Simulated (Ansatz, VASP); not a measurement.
## Cross-check of Al (Aluminum) between VASP and Ansatz

Aim: how closely do two programs agree when they are given the same cell, functional and k mesh? The cell comes out of the VASP series on this material, whose earlier steps may have relaxed, scaled or displaced it; both programs get it as it stands.

Program: Ansatz 0.2.0. Level of theory: plane waves, with VASP 6.6.1 beside it; relaxation of cell and atoms at PBEsol. Results are calculated unless marked as measured.

## (1) The structure

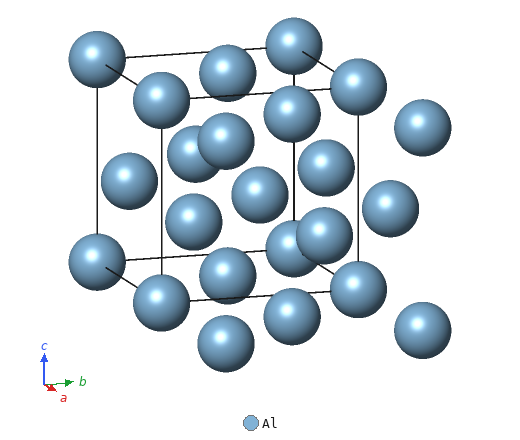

The starting structure, seen slightly off an axis (aluminium light blue). 2×1×1 cells are drawn. This picture shows the conventional cell, with its axes. Some periodic images of atoms are drawn too.

## (2) Ansatz: relaxation of cell and atoms, PBEsol

Ansatz runs on its default PAW (the set named soft_2) files.

The relaxed volume is the usual yardstick between codes: its relative difference is about their pressure difference at one cell divided by the bulk modulus.

Contents of input.yaml:

```yaml
crystal:
  lattice:
    - [0.0, 2.010571742, 2.010571742]
    - [2.010571742, 0.0, 2.010571742]
    - [2.010571742, 2.010571742, 0.0]
  atoms:
    - { symbol: Al, position: [0.0, 0.0, 0.0] }
hamiltonian:
  xc: pbesol
  pseudopotentials: { kind: paw }
kpoints:
  mp_grid: { grid: [10, 10, 10] }
scf:
  occupations: { method: methfessel_paxton, width: 0.2 }
relax:
  f_tol: 0.01
  max_steps: 60
  cell: { stress_tol: 0.05 }
output:
  forces: true
  stress: true
```

The run is started by

```
$ ansatz run input.yaml --threads 4 --pin off --max-ram 9216MiB --backend cpu --events-out ev --progress --plain --runs-dir out
```

Numbers of over 12 decimals in the logs are rounded to 6 here.

The log of the run:

```text
Engine: ansatz 0.2.0, aarch64-unknown-linux-gnu
Pseudopotentials: kind: paw
Pseudopotential: Al, paw, valence charge 3, recommended cutoff 420 eV (normal), Al.paw.azcp
Functional definition: PBEsol
  exchange = pbesol_x
  correlation = pbesol_c
Crystal: 1 atoms, lattice volume = 16.255 Å³
Basis set: ecut = 420 eV, 331 PW (Γ), exchange–correlation on 40×40×40 points (8 copies of the dense FFT grid, shifted against one another)
Bands: 6, of which v1, the nominal top of the filled ones, is band 2 counted from 1 (1 counted from 0)
Symmetry: 48 space group operations
Space group: Fm-3m (ITA 225), of the structure as read, at distance tolerance 2.5e-5 Å
k-points: 47 of 1000
Non-local potential: Al, projectors of the file, l = 0: 2, l = 1: 2, l = 2: 1
PAW form: soft (Blöchl's): semilocal exchange-correlation on the pseudo side does not see the compensation charge
PAW frozen core: Al, regenerated for the run's functional, and the local potential with it (the file was generated under x = pbe(κ = 0.804, μ = 0.219515), c = pbe(β = 0.066725))
PAW one-centre angular grid: Al, 110 points (default); XC on 64 Gauss nodes
Initial density: superposition of atomic densities (neutral atoms: chi_scale 0, normalization atom), corrected by the library's trained network
Initial wavefunctions: pseudopotential atomic-orbital guess
Functional: x = pbesol(κ = 0.804, μ = 0.123457), c = pbesol(β = 0.046)
SCF iter   1: F=—  HF=-524.529603 eV  |F-HF|=—  |Δ(HF+E_count)|=         —  Δρ=1.07e-3  dr2=1.37e-4  ethr=1.77e-3  ⟨swp⟩=4.7  Hψ=2324  notcnv=0
preconditioner: auto → none  [metal: Δε(μ)=0.109 eV  Ē_g=13.284 eV  σ=0.200 eV  W_gap=0.43  n_scr=0 (ndim 8)  ℏωp=16.0 eV  f_vac=0.000  D(μ)=0.87/eV (n_scr^D=8)]
SCF iter   2: F=—  HF=-524.529592 eV  |F-HF|=—  |Δ(HF+E_count)|=   1.09e-5  S|Δr|=    0.00e0  Δρ=5.35e-4  dr2=3.40e-5  ethr=4.57e-6  ⟨swp⟩=1.4  Hψ=679  notcnv=0
SCF iter   3: F=—  HF=-524.529607 eV  |F-HF|=—  |Δ(HF+E_count)|=   1.52e-5  S|Δr|=    0.00e0  Δρ=2.79e-5  dr2=1.38e-7  ethr=1.13e-6  ⟨swp⟩=1.0  Hψ=261  notcnv=0
SCF iter   4: F=-524.529607 eV  HF=-524.529607 eV  |F-HF|=7.77e-10  |Δ(HF+E_count)|=   4.87e-8  S|Δr|=    0.00e0  Δρ=8.15e-6  dr2=8.62e-9  ethr=3.33e-9  ⟨swp⟩=3.2  Hψ=560  notcnv=0
SCF 1 converged in 4 iterations: F = -524.529607 eV  dr2 = 8.62e-9
  greatest PAW one-centre occupation: 0.448 electrons in one spin orbital (limit 2), on the Al atom at site 0 (counted from 0), in its partial waves of l = 0
relax step   1: F+E_penalty+E_count = -524.52960691 eV  Δ(F+E_penalty+E_count) = +0.000e0 eV  max|allowed force component| = 0.000e0 eV/Å  Δτ_max = 0.0000 Å  P = -0.521 GPa  Ω = 16.255 Å³  (4 SCF iters, dr2 threshold 1.00e-7 eV, accepted)
[...]
relax step   2: F+E_penalty+E_count = -524.52983723 eV  Δ(F+E_penalty+E_count) = -2.303e-4 eV  max|allowed force component| = 0.000e0 eV/Å  Δτ_max = 0.0000 Å  P = +0.015 GPa  Ω = 16.141 Å³  energy of the carried Pulay correction = +4.805e-5 eV  (3 SCF iters, dr2 threshold 1.00e-7 eV, accepted)
[...]
relax step   3: F+E_penalty+E_count = -524.52978813 eV  Δ(F+E_penalty+E_count) = +4.910e-5 eV  max|allowed force component| = 0.000e0 eV/Å  Δτ_max = 0.0000 Å  P = +0.010 GPa  Ω = 16.141 Å³  stress off target by 1.00e-2 GPa  SCF on the basis re-selected at this cell (its energy is not comparable with the rows above)  (3 SCF iters)
basis re-selected at this cell: Δ(F+E_penalty+E_count) = +4.910e-5 eV, ΔP = -0.005 GPa vs the last step (what re-selecting the basis moved, of the pressure what is left beyond the Pulay correction that the steps carried, after the strain that the cell walked since its last selection, with what the two solves' SCF thresholds leave and, on support functions, any second-order correction that the steps lacked; it is no measure of the basis error at this ecutwfc). This SCF's stress stands 1.00e-2 GPa from its target on what of the cell is left free (relax.cell.stress_tol is 5.00e-2 GPa) and its largest allowed force component is 0.00e0 eV/Å (relax.f_tol is 1.00e-2 eV/Å): [rest of the remark cut]
SCF converged after 3 iterations
Stability not checked: this state was not tested for a lower state beside it, because cold or Methfessel-Paxton smearing, or corrected tetrahedra, fill the levels in a way that the test cannot read (fill_not_monotonic; see scf.lower_state_search)
Free energy (F): -524.529788 eV
Harris-Foulkes:  -524.529788 eV  (|F-HF|=5.68e-13)
Internal energy: -524.526800 eV  (E = F + TS)
E sigma→0 (E₀):  -524.529041 eV
Entropy (-TS):   -0.002989 eV (-2.989 meV/atom)
Fermi energy:    8.239462 eV
--- Per-component energies (eV) ---
  E_band       = 10.920030
  E_kinetic    = 23.177346
  E_local      = 10.129098  (includes V_loc(G=0)·N_el)
  E_nonlocal   = 10.372979
  E_hartree    = 0.104595
  E_xc         = -39.538032
  E_vxc        = -29.332534  (∫ρ·V_xc dr)
  E_paw        = -454.735143  (= ΣΔE_a)
  E_vpaw       = -3.636048  (= ΣTr[D̂ρ^β])
  E_aug_tail   = -0.000003  (compensation charges beyond the density's cutoff)
  E_ewald      = -74.056780
  E_core_change = 0.019139  (= ΣΔE_core)
  E_smearing   = -0.002989  (= −TS)
  E_closure    = 0.000000  (closes the sum)
  Σ components = -524.529788   (vs F -524.529788, Δ=0.00e0)
--- Forces (eV/Å), atoms counted from 1 ---
  atom   1  Al    -0.00000000    -0.00000000    -0.00000000
  max |Σ_I F_I| component: 1.54e-33 eV/Å
--- Stress (GPa, compression-positive) ---
        0.010019      -0.000000       0.000000
        0.000000       0.010019       0.000000
        0.000000       0.000000       0.010019
  P = ⅓ Tr σ = 0.0100 GPa (0.100 kbar)
--- Relaxed structure (2 steps of the walk, 2 accepted, 1 SCFs on fresh bases) ---
  F+E_penalty+E_count = -524.52978813 eV   max|allowed force component| = 0.000e0 eV/Å   (the final SCF, on the basis selected at the relaxed cell)
  cell:  # Å, volume = 16.1405 Å³
    - [0, 2.005838, 2.005838]
    - [2.005838, 0, 2.005838]
    - [2.005838, 2.005838, 0]
  atoms:
    - { symbol: Al, position: [0.0, 0.0, 0.0] }
```

Elapsed: 0.43 s, on 4 threads of Arm Neoverse V2, shared host; peak memory 0.25 GiB; 1 s of CPU time.

## (3) VASP: relaxation of cell and atoms, PBEsol

The same cell, functional, mesh and smearing now go to VASP, with its own data sets and cutoff.

Lines of VASP's logs that name or quote its potential files are left out, and so is its time.

Contents of INCAR:

```
SYSTEM = Al
PREC = Accurate
ENCUT = 400
EDIFF = 1E-06
NELM = 100
ISMEAR = 1
SIGMA = 0.2
LREAL = .FALSE.
ALGO = Normal
GGA = PS
NBANDS = 7
LORBIT = 11
LWAVE = .FALSE.
LCHARG = .FALSE.
KPAR = 2
IBRION = 2
NSW = 60
ISIF = 3
EDIFFG = -0.01
```

Contents of POSCAR:

```
Al
1.0
    0.0000000000      2.0105717420      2.0105717420
    2.0105717420      0.0000000000      2.0105717420
    2.0105717420      2.0105717420      0.0000000000
Al
1
Direct
    0.0000000000      0.0000000000      0.0000000000
```

Contents of KPOINTS:

```
Automatic mesh
0
Gamma
10 10 10
0 0 0
```

PAW data sets: Al (PBE family, release 64).

The run is started by

```
$ mpirun -np 2 vasp_std
```

The log of the run:

```text
[banner, memory and clock lines left out]
running    2 mpi-ranks, on    1 nodes
 distrk:  each k-point on    1 cores,    2 groups
 distr:  one band on    1 cores,    1 groups

 POSCAR found type information on POSCAR Al
 POSCAR found :  1 types and       1 ions
|                                                                             |
|               ----> ADVICE to this user running VASP <----                  |
|                                                                             |
|     You enforced a specific xc type in the INCAR file but a different       |
|     [... a line on the potential file left out ...]
|     I HOPE YOU KNOW WHAT YOU ARE DOING!                                     |
|                                                                             |

 LDA part: xc-table for (Slater+PW92), standard interpolation
 POSCAR, INCAR and KPOINTS ok, starting setup
 FFT: planning ... GRIDC
 FFT: planning ... GRID_SOFT
 FFT: planning ... GRID
 WAVECAR not read
 entering main loop
       N       E                     dE             d eps       ncg     rms          rms(c)
DAV:   1    -0.282507118668E+01   -0.28251E+01   -0.68743E+02   686   0.170E+02
DAV:   2    -0.409571344746E+01   -0.12706E+01   -0.12503E+01   903   0.188E+01
DAV:   3    -0.410238878952E+01   -0.66753E-02   -0.66755E-02   938   0.152E+00
DAV:   4    -0.410239833292E+01   -0.95434E-05   -0.95439E-05   980   0.478E-02
DAV:   5    -0.410239833793E+01   -0.50102E-08   -0.42926E-08   952   0.876E-04    0.142E+00
DAV:   6    -0.408485036898E+01    0.17548E-01   -0.22621E-03   854   0.222E-01    0.808E-01
DAV:   7    -0.407307200276E+01    0.11778E-01   -0.61072E-03   819   0.353E-01    0.170E-01
DAV:   8    -0.407305588135E+01    0.16121E-04   -0.23964E-05   994   0.373E-02    0.991E-03
DAV:   9    -0.407305510021E+01    0.78114E-06   -0.39705E-07   910   0.310E-03
   1 F= -.40730551E+01 E0= -.40719946E+01  d E =-.407306E+01
 curvature:   0.00 expect dE= 0.000E+00 dE for cont linesearch  0.000E+00
 trial: gam= 0.00000 g(F)=  0.241E-64 g(S)=  0.368E-03 ort = 0.000E+00 (trialstep = 0.100E+01)
 search vector abs. value=  0.368E-03
 bond charge predicted
       N       E                     dE             d eps       ncg     rms          rms(c)
DAV:   1    -0.407324369992E+01   -0.18782E-03   -0.25993E-03   826   0.231E-01    0.423E-02
DAV:   2    -0.407323006678E+01    0.13633E-04   -0.14367E-05   854   0.286E-02    0.169E-02
DAV:   3    -0.407322139896E+01    0.86678E-05   -0.36669E-06   861   0.795E-03    0.500E-03
DAV:   4    -0.407322116540E+01    0.23355E-06   -0.20982E-07   406   0.202E-03
   2 F= -.40732212E+01 E0= -.40722432E+01  d E =-.166065E-03
 trial-energy change:   -0.000166  1 .order   -0.000164   -0.000368    0.000040
 step:   0.9028(harm=  0.9028)  dis= 0.00000  next Energy=    -4.073221 (dE=-0.166E-03)
 reached required accuracy - stopping structural energy minimisation
```

OUTCAR, selected parts (step 3):

```text
ion  position               nearest neighbor table
   1  0.000  0.000  0.000-

  LATTYP: Found a face centered cubic cell.
 ALAT       =     4.0211434840

 Subroutine GETGRP returns: Found 48 space group operations
 (whereof 48 operations were pure point group operations)

The static configuration has the point symmetry O_h .

 Found     47 irreducible k-points:

   k-points           NKPTS =     47   k-points in BZ     NKDIM =     47   number of bands    NBANDS=      7

   dimension x,y,z NGX =    20 NGY =   20 NGZ =   20
   dimension x,y,z NGXF=    40 NGYF=   40 NGZF=   40

   ENCUT  =  400.0 eV  29.40 Ry    5.42 a.u.   4.64  4.64  4.64*2*pi/ulx,y,z

   NELECT =       3.0000    total number of electrons

 k-points in reciprocal lattice and weights: Automatic mesh
   0.00000000  0.00000000  0.00000000       0.001
   0.10000000  0.00000000  0.00000000       0.008
   0.20000000  0.00000000  0.00000000       0.008
   0.30000000  0.00000000  0.00000000       0.008
   0.40000000  0.00000000  0.00000000       0.008
   0.50000000  0.00000000  0.00000000       0.004
   0.10000000  0.10000000  0.00000000       0.006
   0.20000000  0.10000000  0.00000000       0.024
   0.30000000  0.10000000  0.00000000       0.024
[...]
-0.30000000  0.40000000  0.20000000       0.024
  -0.30000000  0.50000000  0.20000000       0.012

 average (electrostatic) potential at core
       1 -72.0639

 E-fermi :   8.3090

 k-point     1 :       0.0000    0.0000    0.0000
  band No.  band energies     occupation
      1      -3.1015      2.00000
      2      20.9025      0.00000
      3      20.9025      0.00000
      4      20.9025      0.00000
      5      22.5616      0.00000
      6      22.5616      0.00000
    ...

 k-point     2 :       0.1000    0.0000    0.0000
  band No.  band energies     occupation
      1      -2.8259      2.00000
      2      17.6168      0.00000
      3      20.2124      0.00000
      4      20.2124      0.00000
      5      23.1735      0.00000
      6      23.6703      0.00000
    ...

 k-point     3 :       0.2000    0.0000    0.0000
  band No.  band energies     occupation
      1      -2.0023      2.00000
      2      13.5776      0.00000
      3      19.4623      0.00000
      4      19.4623      0.00000
      5      22.8702      0.00000
      6      24.0395      0.00000
    ...

  Total        0.0054264      0.0054264      0.0054264      0.0000000      0.0000000      0.0000000
  in kB        0.5387777      0.5387777      0.5387777      0.0000000      0.0000000      0.0000000
  external PRESSURE =       0.5387777 kB  Pullay stress =       0.0000000 kB

  energy-cutoff  :      400.00
  volume of cell :       16.14
      direct lattice vectors                 reciprocal lattice vectors
     0.000000000  2.005682330  2.005682330    -0.249291721  0.249291721  0.249291721
     2.005682330  0.000000000  2.005682330     0.249291721 -0.249291721  0.249291721
     2.005682330  2.005682330  0.000000000     0.249291721  0.249291721 -0.249291721

 POSITION                                       TOTAL-FORCE (eV/Angst)
 -----------------------------------------------------------------------------------
      0.00000      0.00000      0.00000         0.000000      0.000000      0.000000
 -----------------------------------------------------------------------------------
    total drift:                                0.000000      0.000000     -0.000000

  FREE ENERGIE OF THE ION-ELECTRON SYSTEM (eV)
  ---------------------------------------------------
  free  energy   TOTEN  =        -4.0732211654 eV

  energy  without entropy=       -4.0702871564  energy(sigma->0) =       -4.07224316

 reached required accuracy - stopping structural energy minimisation

 total charge
# of ion       s       p       d       tot
------------------------------------------
    1        0.427   0.348   0.000   0.775

[... 3 further parts left out ...]
```

CONTCAR:

```
Al
   1.00000000000000
     0.0000000000000000    2.0056823303372240    2.0056823303372240
     2.0056823303372240    0.0000000000000000    2.0056823303372240
     2.0056823303372240    2.0056823303372240    0.0000000000000000
  Al
     1
Direct
     0.0000000000000000    0.0000000000000000    0.0000000000000000
```

## (4) Differences

Known differences besides the PAW data sets themselves: both relaxations stop at a tolerance, which leaves soft axes loose, and VASP keeps its plane-wave basis; the cutoff is 420 eV in Ansatz and 400 eV in VASP; Ansatz makes its cores anew for this functional, VASP keeps those of its PBE data sets; VASP leaves aspherical gradient terms in its spheres out (LASPH is not set), Ansatz keeps them; Ansatz adds a Pulay correction to the stress that steers its cell, VASP none. Total energies have different zeros and are not compared.

Compared:

```
                                         quantity  Ansatz   VASP  difference
                                      volume (Å³)   16.14  16.14     +0.02 %
edge a after relaxation, in the typed setting (Å)   2.837  2.837     +0.01 %
```

The walks stopped with 0.01 GPa left in Ansatz and 0.05 GPa in VASP; each walk ends within a tolerance, so the volume difference is uncertain by about these residues over the bulk modulus, most in soft cells.

## (5) Outcome

| Item | Value |
| --- | --- |
| difference in volume (relaxation of cell and atoms, PBEsol) | 0.023 % |

What this shows: The difference in volume is 0.023 % (relaxation of cell and atoms, PBEsol), within the 1.2 % picked in this series as the mark of a large difference, as far as the stopping tolerances let one tell. How closely two codes agree says nothing of how well the functional describes the real material.

[Lines on the potential files, build, host, timing and source positions are cut from VASP's logs without a mark.]

[Logs are printed without paths, hosts, clocks, repeated set-up lines and the standing remarks that a program may print on its own settings, such as how far it seeks lower states.]

[Hosts, paths, dates, database ids (printed as entryN), source tags and the programs' standing remarks are cut or masked in the printed files.]
